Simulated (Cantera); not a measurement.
Feed: 1 mol Cu, 26 mol CO, 180 mol H₂, equilibrated at 0.100 bar.

Equilibrium computed with Cantera from the NASA thermochemical tables; the gas is ideal and each condensed phase is pure. Candidate condensed phases: C, C₆H₆, C₇H₈, C₈H₁₈, Cu, CuO, Cu(OH)₂, Cu₂O, H₂O; 113 gas species. The numbers say what is thermodynamically allowed, not how fast it happens.

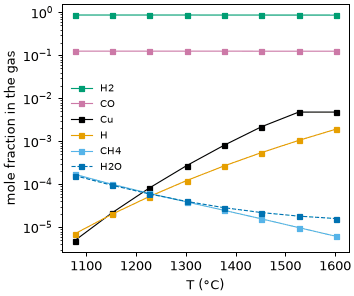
Fig. 1. Equilibrium gas composition (values under 1e-9 drawn at 1e-9)

Q: Read off the mole fractions at 1077 °C.

A: H₂ about 0.87, CO about 0.13, CH₄ about 0.00017, H₂O about 0.00016, H about 7.0e-6, Cu about 4.9e-6.
